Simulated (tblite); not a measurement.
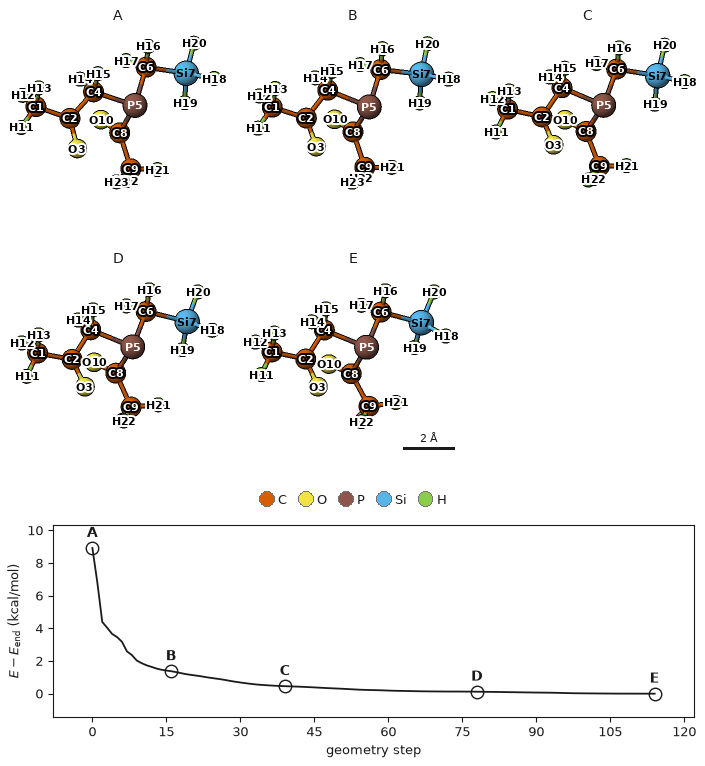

Frames of a relaxation of C6H13O2PSi, marked on the history of the run. The picture is a ball-and-stick view, seen at a tilt.

Computed with GFN2-xTB geometry optimisation, gas phase (tblite). 

Describe the path.

H18 moves most after the best rigid fit: 0.60 Å. Largest moves by element: H 0.60 Å, O 0.35 Å, C 0.28 Å, Si 0.25 Å, P 0.19 Å. Among the contacts that change: C6–Si7 1.853 → 1.903 Å, P5–C8 1.837 → 1.885 Å, C2–O3 1.241 → 1.208 Å, C8–O10 1.232 → 1.203 Å. Bond angles that change, for instance: C2–C4–P5 118.1° → 104.4°, C6–P5–C8 101.1° → 95.3°, P5–C8–C9 119.7° → 113.9°. Groups turn about C8–C9 by about 20°. After 114 geometry steps the energy has fallen by 8.92 kcal/mol. The run took 4.3 s on 1 thread of Intel(R) Xeon(R) Processor @ 2.50GHz (shared host). From step 0 to 16: O3 moves most (0.21 Å), energy −7.55 kcal/mol. From step 16 to 39: O10 moves most (0.25 Å), energy −0.91 kcal/mol. From step 39 to 78: H18 moves most (0.25 Å), energy −0.34 kcal/mol. From step 78 to 114: H18 moves most (0.25 Å), energy −0.12 kcal/mol.

| step | E − E(0), kcal/mol |
| --- | --- |
| 0 | 0.00 |
| 1 | -2.10 |
| 2 | -4.53 |
| 3 | -4.88 |
| 4 | -5.26 |
| 5 | -5.45 |
| 6 | -5.74 |
| 7 | -6.33 |
| 8 | -6.55 |
| 9 | -6.89 |
| 10 | -7.05 |
| 15 | -7.50 |
| 21 | -7.81 |
| 26 | -8.03 |
| 32 | -8.31 |
| 37 | -8.43 |
| 43 | -8.51 |
| 48 | -8.58 |
| 54 | -8.67 |
| 59 | -8.72 |
| 65 | -8.76 |
| 70 | -8.78 |
| 76 | -8.79 |
| 81 | -8.81 |
| 87 | -8.84 |
| 92 | -8.86 |
| 98 | -8.89 |
| 103 | -8.91 |
| 109 | -8.92 |
| 114 | -8.92 |
